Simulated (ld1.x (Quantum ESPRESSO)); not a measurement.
**Pseudopotential generation for Ca**

Calcium (Ca, Z = 20), core [Ne], reference valence 3s2 3p6 3d0 4s0 4p0 (an ion of charge +2), valence charge 10. Computed at this level: ultrasoft potential, PBE, scalar-relativistic, made with ld1.x (Quantum ESPRESSO) 7.5.

**Results in brief**

- outcome: generated, but the overlap operator is not positive, so unusable; ld1.x warns of wrong node counts
- configuration tests: test run stopped at test 4 of 7 (negative rho)
- lowest eigenvalue of the overlap operator S in a Bessel basis (separate test): -0.98 (s channel); it is negative, so in a basis up to 400 Ry S is not positive definite
- density cutoff estimated by the generator: 190 Ry
- largest excitation error among the tests solved: -25 meV (all-electron minus pseudo) for 3s2 3p6 3d0 4s2 4p0
- clearest signs, in the scattering phases, of states that the all-electron atom lacks: s near −0.1 Ry
- range over which the phases arctan(r u′/u) at the test radius agree within 0.05 rad (a looser test near the poles than one of phase shifts): s: up to about -0.2 Ry; p: up to about 1.3 Ry; d: over the whole range computed
- hardware: 1 CPU thread, shared host
- wall time: 1.2 s

**Remarks**

The Bessel test looks below the valence levels only. The scattering phases show an s state near −0.1 Ry, 1.0 Ry above the channel's reference energy, that the all-electron atom lacks, which is too close to the valence region for the potential to be used. The s channel couldn't be tested for ghost states or cutoffs, since the overlap operator isn't positive definite there. ld1.x warns that it found 0 nodes in place of 1 for 4p. It picks states by counting nodes, so it can end on another state than the one meant. The reference test prints no difference at all for 4p, which can mean that ld1.x kept the all-electron value without solving for the state; the Bessel test puts 4p at −0.7839 Ry against −0.7838 Ry.

**Input**
```
 &input
   title='Ca', zed=20., rel=1, dft='PBE', iswitch=3,
   config='[Ar] 3d0 4s0 4p0',
   nld=3, rlderiv=3.10, eminld=-7.0, emaxld=5.0, deld=0.02
 /
 &inputp
   pseudotype=3, tm=.true., lloc=-1, rcloc=2.10,
   nlcc=.false.,
   which_augfun='PSQ', rmatch_augfun_nc=.true.,
   file_pseudopw='Ca.UPF', file_wfcaegen='ae.wfc', file_wfcncgen='nc.wfc', file_beta='beta', file_chi='chi', file_wfcusgen='us.wfc'
 /
6
3S  1  0   2.00   0.00  1.50  1.85  0.0
4S  2  0   0.00   0.00  1.50  1.85  0.0
3P  2  1   6.00   0.00  1.65  2.84  0.0
4P  3  1   0.00   0.00  1.65  2.84  0.0
3D  3  2   0.00   0.00  1.50  1.90  0.0
3D  3  2   0.00   1.55  1.50  1.90  0.0
 &test
   configts(1)='3s2 3p6 3d0 4s0 4p0'
 /
```

**Input of the test run**
```
 &input
   title='Ca', zed=20., rel=1, dft='PBE', iswitch=2,
   config='[Ar] 3d0 4s0 4p0'
 /
 &test
   file_pseudo='Ca.UPF', nconf=8,
   configts(1)='3s2 3p6 3d0 4s0 4p0',
   configts(2)='3s2 3p6 3d0 4s2 4p0',
   configts(3)='3s2 3p6 3d0 4s1 4p0',
   configts(4)='3s2 3p6 3d0 4s1.5 4p0',
   configts(5)='3s2 3p6 3d0 4s0 4p2',
   configts(6)='3s2 3p6 3d0 4s0 4p1',
   configts(7)='3s2 3p6 3d0.5 4s1.5 4p0',
   configts(8)='3s2 3p6 3d1 4s0 4p0'
 /
```

Run as:
```bash
ld1.x < Ca.in > Ca.out
```

**The program's output**
```
     Program LD1 v.7.5
     --------------------------- All-electron run ----------------------------

     Ca
     scalar relativistic calculation

     atomic number is 20.00
     dft =PBE   lsd =0 sic =0 latt =0  beta=0.20 tr2=1.0E-14
     Exchange-correlation= PBE
                           (   1   4   3   4   0   0   0)
     mesh =1169 r(mesh) =  99.90979 a.u. xmin = -7.00 dx = 0.01250
     1 Ry =  13.60569312 eV, c = 137.03599908

     n l     nl                  e(Ry)          e(Ha)          e(eV)
     1 0     1S 1( 2.00)      -291.4196      -145.7098     -3964.9659
     2 0     2S 1( 2.00)       -31.5918       -15.7959      -429.8285
     2 1     2P 1( 6.00)       -25.7395       -12.8698      -350.2042
     3 0     3S 1( 2.00)        -4.5743        -2.2871       -62.2359
     3 1     3P 1( 6.00)        -3.1648        -1.5824       -43.0597
     3 2     3D 1( 0.00)        -1.1711        -0.5856       -15.9339
     4 0     4S 1( 0.00)        -1.0686        -0.5343       -14.5396
     4 1     4P 1( 0.00)        -0.7838        -0.3919       -10.6646

     final scf error:  1.6E-15 reached in  19 iterations

     Etot =   -1359.319767 Ry,    -679.659883 Ha,  -18494.487606 eV

     Ekin =    1368.607688 Ry,     684.303844 Ha,   18620.856211 eV
     Encl =   -3208.298606 Ry,   -1604.149303 Ha,  -43651.126276 eV
     Eh   =     551.701356 Ry,     275.850678 Ha,    7506.279351 eV
     Exc  =     -71.330206 Ry,     -35.665103 Ha,    -970.496891 eV

     normalization and overlap integrals

     s(1S/1S) =  1.000000  <r> =   0.0768  <r2> =    0.0079  r(max) =   0.0500
     s(2S/2S) =  1.000000  <r> =   0.3643  <r2> =    0.1572  r(max) =   0.2987
     s(2P/2P) =  1.000000  <r> =   0.3277  <r2> =    0.1329  r(max) =   0.2477
     s(3S/3S) =  1.000000  <r> =   1.1515  <r2> =    1.5283  r(max) =   0.9918
     s(3P/3P) =  1.000000  <r> =   1.2579  <r2> =    1.8596  r(max) =   1.0427
     s(3D/3D) =  1.000000  <r> =   1.7407  <r2> =    3.8176  r(max) =   1.2114
     s(4S/4S) =  1.000000  <r> =   3.2081  <r2> =   11.6051  r(max) =   2.8699
     s(4P/4P) =  1.000000  <r> =   3.7650  <r2> =   16.0851  r(max) =   3.3343

     ------------------------ End of All-electron run ------------------------

     --------------------- Generating US pseudopotential ---------------------

      Generating local potential from pseudized AE potential:
      Matching radius rcloc =   2.1000

      Local pseudo, rcloc= 2.126 Estimated cut-off energy=     5.09 Ry
      Wfc-us  3S rcutus= 1.830  Estimated cut-off energy=    16.01 Ry
      Wfc-us  4S rcutus= 1.830  Estimated cut-off energy=    32.72 Ry
      Wfc-us  3P rcutus= 2.870  Estimated cut-off energy=    10.81 Ry
      Wfc-us  4P rcutus= 2.870  Estimated cut-off energy=     8.67 Ry
      Wfc-us  3D rcutus= 1.924  Estimated cut-off energy=    30.86 Ry
      Wfc-us  3D rcutus= 1.924  Estimated cut-off energy=    57.40 Ry

     Q pseudized with Bessel functions
     Expected ecutrho=     190.1159 due to l1=  2   l2=  2

     ------------------- End of pseudopotential generation -------------------

     --------------------------- All-electron run ----------------------------

     Ca
     scalar relativistic calculation

     atomic number is 20.00
     dft =PBE   lsd =0 sic =0 latt =0  beta=0.20 tr2=1.0E-14
     Exchange-correlation= PBE
                           (   1   4   3   4   0   0   0)
     mesh =1169 r(mesh) =  99.90979 a.u. xmin = -7.00 dx = 0.01250
     1 Ry =  13.60569312 eV, c = 137.03599908

     n l     nl                  e(Ry)          e(Ha)          e(eV)
     1 0     1S 1( 2.00)      -291.4196      -145.7098     -3964.9659
     2 0     2S 1( 2.00)       -31.5918       -15.7959      -429.8285
     2 1     2P 1( 6.00)       -25.7395       -12.8698      -350.2042
     3 0     3S 1( 2.00)        -4.5743        -2.2871       -62.2359
     3 1     3P 1( 6.00)        -3.1648        -1.5824       -43.0597
     3 2     3D 1( 0.00)        -1.1711        -0.5856       -15.9339
     4 0     4S 1( 0.00)        -1.0686        -0.5343       -14.5396
     4 1     4P 1( 0.00)        -0.7838        -0.3919       -10.6646

     final scf error:  1.6E-15 reached in  19 iterations

     Etot =   -1359.319767 Ry,    -679.659883 Ha,  -18494.487606 eV

     Ekin =    1368.607688 Ry,     684.303844 Ha,   18620.856211 eV
     Encl =   -3208.298606 Ry,   -1604.149303 Ha,  -43651.126276 eV
     Eh   =     551.701356 Ry,     275.850678 Ha,    7506.279351 eV
     Exc  =     -71.330206 Ry,     -35.665103 Ha,    -970.496891 eV

     normalization and overlap integrals

     s(1S/1S) =  1.000000  <r> =   0.0768  <r2> =    0.0079  r(max) =   0.0500
     s(2S/2S) =  1.000000  <r> =   0.3643  <r2> =    0.1572  r(max) =   0.2987
     s(2P/2P) =  1.000000  <r> =   0.3277  <r2> =    0.1329  r(max) =   0.2477
     s(3S/3S) =  1.000000  <r> =   1.1515  <r2> =    1.5283  r(max) =   0.9918
     s(3P/3P) =  1.000000  <r> =   1.2579  <r2> =    1.8596  r(max) =   1.0427
     s(3D/3D) =  1.000000  <r> =   1.7407  <r2> =    3.8176  r(max) =   1.2114
     s(4S/4S) =  1.000000  <r> =   3.2081  <r2> =   11.6051  r(max) =   2.8699
     s(4P/4P) =  1.000000  <r> =   3.7650  <r2> =   16.0851  r(max) =   3.3343

     ------------------------ End of All-electron run ------------------------

     Computing logarithmic derivative in   3.11285

       Warning: n=3, l=1 expected 1 nodes, found 0
       Setting wfc to zero for this iteration
       (This warning will only be printed once per wavefunction)

       Zero norm: self consistency problem; state:  5 (l=  1, j=0.0)
     Computing logarithmic derivative in   3.11285
     Computing the partial wave expansion
     R is outside the sphere for l=    0 j= 0.00
     R is outside the sphere for l=    0 j= 0.00
     R is outside the sphere for l=    1 j= 0.00
     R is outside the sphere for l=    1 j= 0.00
     R is outside the sphere for l=    2 j= 0.00
     R is outside the sphere for l=    2 j= 0.00

     ---------------------- Testing the pseudopotential ----------------------

     Ca
     scalar relativistic calculation

     atomic number is 20.00   valence charge is 10.00
     dft =PBE   lsd =0 sic =0 latt =0  beta=0.20 tr2=1.0E-14
     mesh =1169 r(mesh) =  99.90979 xmin = -7.00 dx = 0.01250

     n l     nl             e AE (Ry)        e PS (Ry)    De AE-PS (Ry)
     1 0     3S   1( 2.00)       -4.57425       -4.57425       -0.00000
     2 1     3P   1( 6.00)       -3.16483       -3.16483       -0.00000
     3 2     3D   1( 0.00)       -1.17112       -1.17112        0.00000
     2 0     4S   1( 0.00)       -1.06864       -1.06864       -0.00000
     3 1     4P   1( 0.00)       -0.78384       -0.78384        0.00000

     eps = 6.8E-15  iter =  3

     Etot =   -1359.319767 Ry,    -679.659883 Ha,  -18494.487606 eV
     Etotps =   -72.385048 Ry,     -36.192524 Ha,    -984.848743 eV

     Ekin =       8.502169 Ry,       4.251084 Ha,     115.677896 eV
     Encl =    -125.779592 Ry,     -62.889796 Ha,   -1711.318530 eV
     Ehrt =      46.998912 Ry,      23.499456 Ha,     639.452770 eV
     Ecxc =      -9.232349 Ry,      -4.616174 Ha,    -125.612503 eV
     Epseu=       7.125813 Ry,       3.562906 Ha,      96.951624 eV

     ---------------------- End of pseudopotential test ----------------------
```

**Output of the test run (extracts)**
```
     ---------------------- Testing the pseudopotential ----------------------

     Ca
     scalar relativistic calculation

     atomic number is 20.00   valence charge is 10.00
     dft =PBE   lsd =0 sic =0 latt =0  beta=0.20 tr2=1.0E-14
     mesh =1169 r(mesh) =  99.90979 xmin = -7.00 dx = 0.01250

     n l     nl             e AE (Ry)        e PS (Ry)    De AE-PS (Ry)
     1 0     3S   1( 2.00)       -4.57425       -4.57425       -0.00000
     2 1     3P   1( 6.00)       -3.16483       -3.16483       -0.00000
     3 2     3D   1( 0.00)       -1.17112       -1.17112        0.00000
     2 0     4S   1( 0.00)       -1.06864       -1.06864       -0.00000
     3 1     4P   1( 0.00)       -0.78384       -0.78384        0.00000

     eps = 6.8E-15  iter =  3

     Etot =   -1359.319767 Ry,    -679.659883 Ha,  -18494.487606 eV
     Etotps =   -72.385048 Ry,     -36.192524 Ha,    -984.848743 eV

     Ekin =       8.502169 Ry,       4.251084 Ha,     115.677896 eV
     Encl =    -125.779592 Ry,     -62.889796 Ha,   -1711.318530 eV
     Ehrt =      46.998912 Ry,      23.499456 Ha,     639.452770 eV
     Ecxc =      -9.232349 Ry,      -4.616174 Ha,    -125.612503 eV
     Epseu=       7.125813 Ry,       3.562906 Ha,      96.951624 eV

     ---------------------- End of pseudopotential test ----------------------

     ---------------------- Testing the pseudopotential ----------------------

     Ca
     scalar relativistic calculation

     atomic number is 20.00   valence charge is 10.00
     dft =PBE   lsd =0 sic =0 latt =0  beta=0.20 tr2=1.0E-14
     mesh =1169 r(mesh) =  99.90979 xmin = -7.00 dx = 0.01250

     n l     nl             e AE (Ry)        e PS (Ry)    De AE-PS (Ry)
     1 0     3S   1( 2.00)       -3.46117       -3.43917       -0.02201  !
     2 1     3P   1( 6.00)       -2.05856       -2.04044       -0.01811  !
     3 2     3D   1( 0.00)       -0.14307       -0.13683       -0.00624  !
     2 0     4S   1( 2.00)       -0.27681       -0.27581       -0.00100
     3 1     4P   1( 0.00)       -0.10309       -0.10309        0.00000

     eps = 2.6E-15  iter = 18

     Etot =   -1360.652303 Ry,    -680.326152 Ha,  -18512.617684 eV
     Etotps =   -73.715722 Ry,     -36.857861 Ha,   -1002.953489 eV
     dEtot_ae =      -1.332536 Ry
     dEtot_ps =      -1.330674 Ry,   Delta E=      -0.001862 Ry

     Ekin =      10.114928 Ry,       5.057464 Ha,     137.620611 eV
     Encl =    -137.281691 Ry,     -68.640846 Ha,   -1867.812565 eV
     Ehrt =      56.978707 Ry,      28.489354 Ha,     775.234808 eV
     Ecxc =      -9.861136 Ry,      -4.930568 Ha,    -134.167592 eV
     Epseu=       6.333470 Ry,       3.166735 Ha,      86.171249 eV

     ---------------------- End of pseudopotential test ----------------------

     ---------------------- Testing the pseudopotential ----------------------

     Ca
     scalar relativistic calculation

     atomic number is 20.00   valence charge is 10.00
     dft =PBE   lsd =0 sic =0 latt =0  beta=0.20 tr2=1.0E-14
     mesh =1169 r(mesh) =  99.90979 xmin = -7.00 dx = 0.01250

     n l     nl             e AE (Ry)        e PS (Ry)    De AE-PS (Ry)
     1 0     3S   1( 2.00)       -3.96840       -3.95520       -0.01320  !
     2 1     3P   1( 6.00)       -2.56374       -2.55276       -0.01098  !
     3 2     3D   1( 0.00)       -0.61281       -0.60766       -0.00515  !
     2 0     4S   1( 1.00)       -0.65894       -0.65767       -0.00127
     3 1     4P   1( 0.00)       -0.43600       -0.43600        0.00000

     eps = 6.9E-15  iter = 19

     Etot =   -1360.188587 Ry,    -680.094293 Ha,  -18506.308498 eV
     Etotps =   -73.253264 Ry,     -36.626632 Ha,    -996.661428 eV
     dEtot_ae =      -0.868820 Ry
     dEtot_ps =      -0.868216 Ry,   Delta E=      -0.000603 Ry

     Ekin =       9.636913 Ry,       4.818456 Ha,     131.116876 eV
     Encl =    -132.069150 Ry,     -66.034575 Ha,   -1796.892325 eV
     Ehrt =      52.208469 Ry,      26.104235 Ha,     710.332414 eV
     Ecxc =      -9.550884 Ry,      -4.775442 Ha,    -129.946401 eV
     Epseu=       6.521388 Ry,       3.260694 Ha,      88.728007 eV

     ---------------------- End of pseudopotential test ----------------------

     ---------------------- Testing the pseudopotential ----------------------

     Ca
     scalar relativistic calculation

     atomic number is 20.00   valence charge is 10.00
     dft =PBE   lsd =0 sic =0 latt =0  beta=0.20 tr2=1.0E-14
     mesh =1169 r(mesh) =  99.90979 xmin = -7.00 dx = 0.01250

     n l     nl             e AE (Ry)        e PS (Ry)    De AE-PS (Ry)
     1 0     3S   1( 2.00)       -3.70124       -3.68240       -0.01884  !
     2 1     3P   1( 6.00)       -2.29785       -2.28223       -0.01561  !
     3 2     3D   1( 0.00)       -0.36541       -0.35898       -0.00642  !
     2 0     4S   1( 1.50)       -0.46168       -0.46035       -0.00133
     3 1     4P   1( 0.00)       -0.26285       -0.26285        0.00000

     eps = 3.2E-15  iter = 20

     Etot =   -1360.468290 Ry,    -680.234145 Ha,  -18510.114061 eV
     Etotps =   -73.532302 Ry,     -36.766151 Ha,   -1000.457929 eV
     dEtot_ae =      -1.148523 Ry
     dEtot_ps =      -1.147254 Ry,   Delta E=      -0.001269 Ry

     Ekin =       9.935074 Ry,       4.967537 Ha,     135.173573 eV
     Encl =    -134.829581 Ry,     -67.414791 Ha,   -1834.449905 eV
     Ehrt =      54.672706 Ry,      27.336353 Ha,     743.860054 eV
     Ecxc =      -9.710695 Ry,      -4.855348 Ha,    -132.120743 eV
     Epseu=       6.400195 Ry,       3.200098 Ha,      87.079092 eV

     ---------------------- End of pseudopotential test ----------------------
```

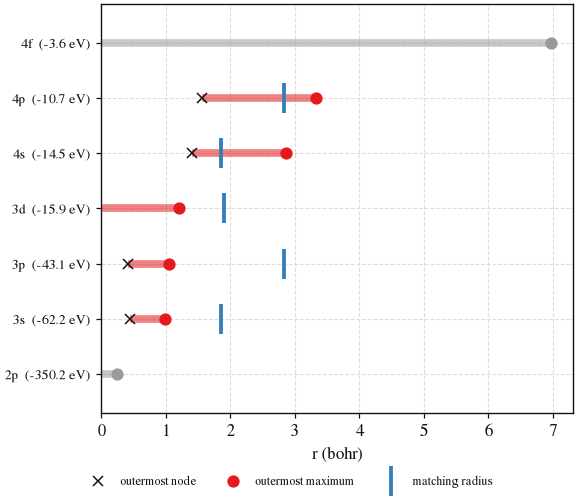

**Figure 1.** Outer shells of the all-electron reference atom: each bar runs from the outermost node (or the nucleus) to the outermost maximum of u(r); the tick is the radius chosen for the pseudo-wave. Shells without a tick have no pseudo-wave of their own. Levels, nodes and maxima are from ld1.x, scalar-relativistic.

- Radii against the shells: 3s: 1.85 bohr, outside the maximum; 3p: 2.84 bohr, outside the maximum; 3d: 1.90 bohr, outside the maximum; 4s: 1.85 bohr, between node and maximum; 4p: 2.84 bohr, between node and maximum. The s channel couldn't be tested for ghost states or cutoffs, since the overlap operator isn't positive definite there.

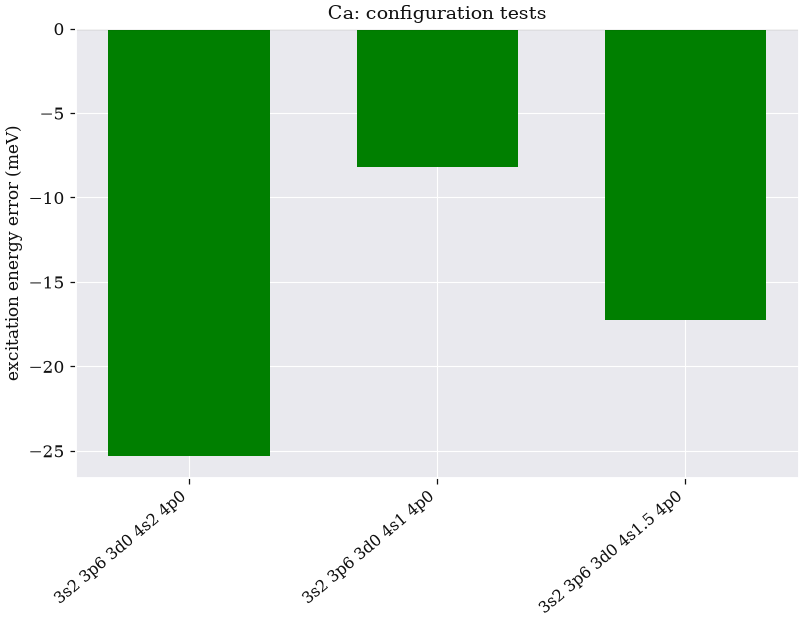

**Figure 2.** Errors, all-electron minus pseudo, of the energies of valence configurations relative to the unpolarised reference 3s2 3p6 3d0 4s0 4p0. Not all tests gave a result: test run stopped at test 4 of 7 (negative rho).

- Worst configuration: 3s2 3p6 3d0 4s2 4p0 (neutral): the error is -25 meV on an all-electron energy of -18.13 eV relative to the reference, or 0.14 %. The potential isn't sound: its overlap operator has a negative eigenvalue, -0.98.

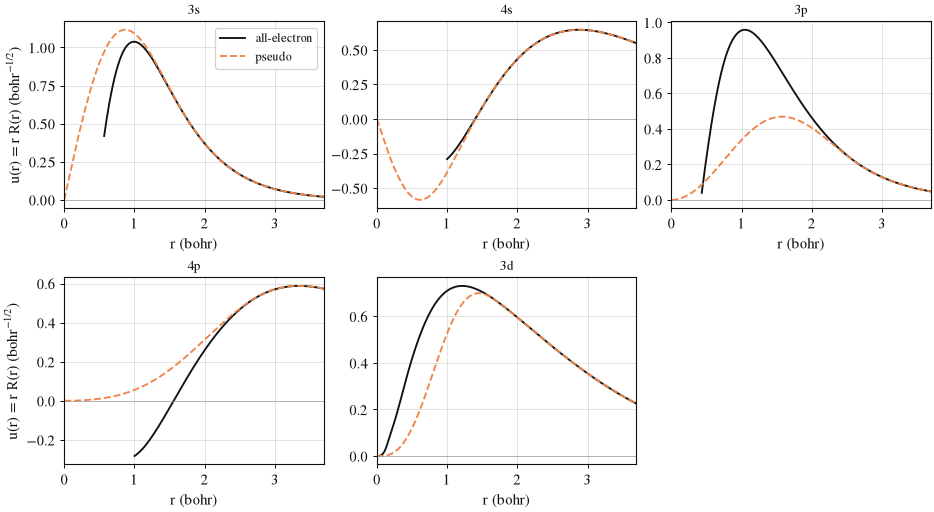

**Figure 3.** All-electron valence functions (solid) with their pseudo partners (dashed). The innermost oscillations of some all-electron curves aren't drawn. Reference configuration 3s2 3p6 3d0 4s0 4p0.

- Matching radii: 3s at 1.85 bohr; 4s at 1.85 bohr; 3p at 2.84 bohr; 4p at 2.84 bohr; 3d at 1.90 bohr. The curves merge smoothly, so the plot gives these only roughly.
- Nodes of the pseudo-waves: 3s has no node; 4s has a node at about 1.4 bohr; 3p has no node; 4p has no node; 3d has no node. A node in 4s is allowed, since a lower shell of the same l is also in the valence. 4p has no node although a lower shell of the same l is in the valence; a PAW or ultrasoft set allows that, since orthogonality runs through the overlap operator, but ld1.x picks states by counting nodes and can then end on another state.

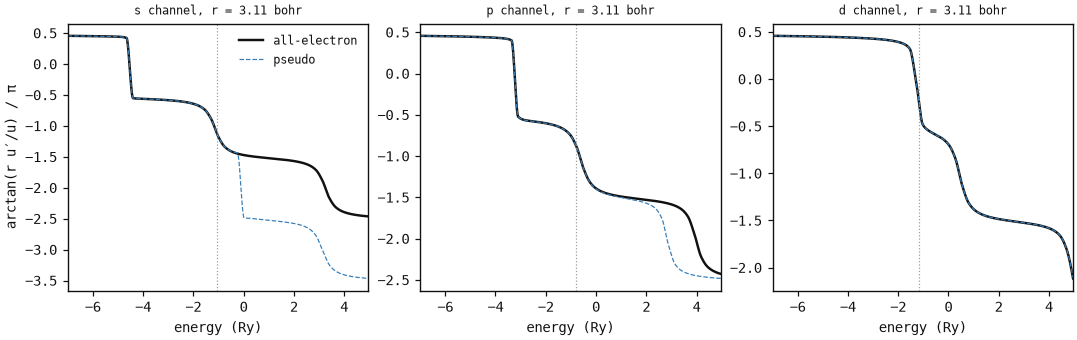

**Figure 4.** Unwrapped phase arctan(r u′/u) in units of π against energy, all-electron (solid) and pseudo (dashed); the pseudo phase is matched to the all-electron one at the reference energy. Here u = r R(r). A near-vertical step is a level narrower than the spacing of the points behind the curves. The dotted line marks the reference energy of the channel.

- First channel to depart above its reference energy: the s channel: its phase error passes 0.05 rad 0.9 Ry above its reference energy, against 2.1 Ry for p.
- Range over which the phases agree within 0.05 rad: s: up to about -0.2 Ry; p: up to about 1.3 Ry; d: over the whole range drawn.
